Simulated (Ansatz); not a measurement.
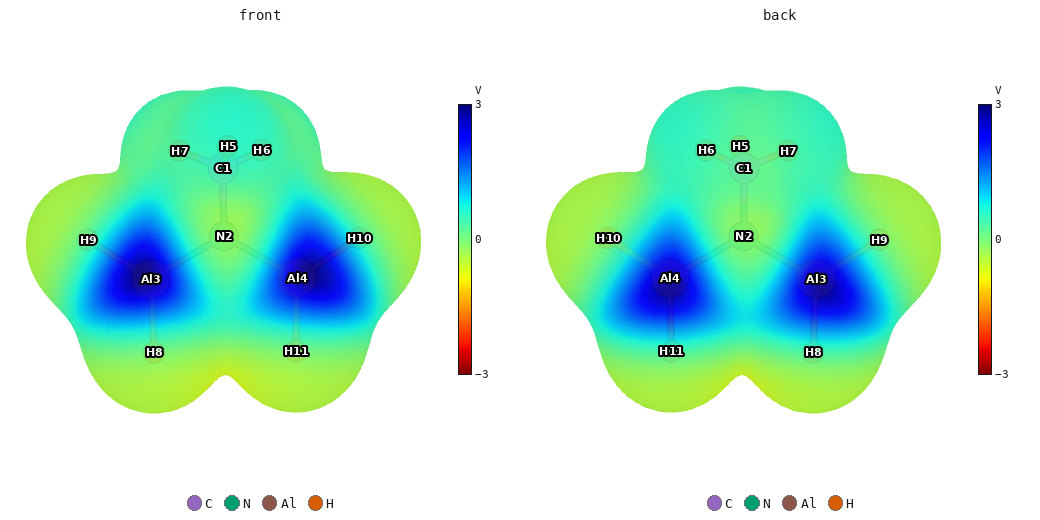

Figure. CH7Al2N (SMILES C[N]([AlH2])[AlH2]). The molecular electrostatic potential painted on the density surface at 0.002 e/bohr³, seen from the front and from behind; the colour scale runs from red (negative) to blue (positive).

Level of theory: RKS PBE0-D4/cc-pVDZ (Ansatz 0.2.0).

The calculation's input:

```
crystal:
  periodic: [false, false, false]
  atoms:
    - { symbol: C, position_ang: [-0.2692, 1.3638, 0.0132] }
    - { symbol: "N", position_ang: [-0.6632, -0.0052, -0.1836] }
    - { symbol: Al, position_ang: [-0.3822, -0.9838, 1.4268] }
    - { symbol: Al, position_ang: [0.5411, -0.7857, -1.5274] }
    - { symbol: H, position_ang: [0.7486, 1.531, 0.2851] }
    - { symbol: H, position_ang: [-0.4979, 1.9842, -0.943] }
    - { symbol: H, position_ang: [-0.9448, 1.8609, 0.7831] }
    - { symbol: H, position_ang: [-0.5999, -2.5379, 1.4825] }
    - { symbol: H, position_ang: [0.2432, -0.2228, 2.7662] }
    - { symbol: H, position_ang: [1.6056, 0.0773, -2.2055] }
    - { symbol: H, position_ang: [0.2842, -2.3388, -1.8768] }
basis:
  gaussian: { orbitals: cc-pVDZ }
hamiltonian:
  xc: pbe0
  dispersion: d4
relax:
  f_tol: 0.015
  max_steps: 40
output:
  orbitals: {}
```

Run with:

```sh
ansatz run input.yaml --threads 2 --pin off --max-ram 3072MiB --backend cpu --events-out ev --progress --plain --runs-dir out
```

The fields are those of the relaxed geometry.

Question: Describe the electrostatic potential map.

Answer: The most negative region (about −0.6 V) lies over H8 and H11, the most positive (about +2.8 V) over Al3 and Al4.
